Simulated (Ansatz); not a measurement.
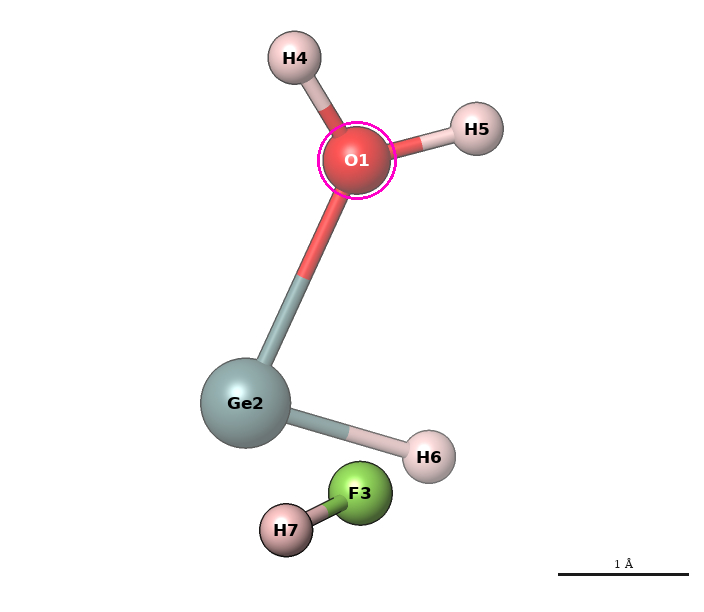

Orthographic view. Depth is shown by fading: the farther an atom, the more it takes the colour of the background. The species has charge +1 and is a spin singlet. The geometry was computed by an optimisation with PBE-D4/def2-SVP. No frequency run is at hand to confirm it as a minimum.

> Name the neighbours of the circled atom.

The circled atom is O1; it is bonded to Ge2, H4, H5.

> Which atom is nearest the viewer?

H7, 1.9 Å in front of the mean position.

> Which atom is farthest from the viewer?

H6, 1.3 Å behind the mean position.
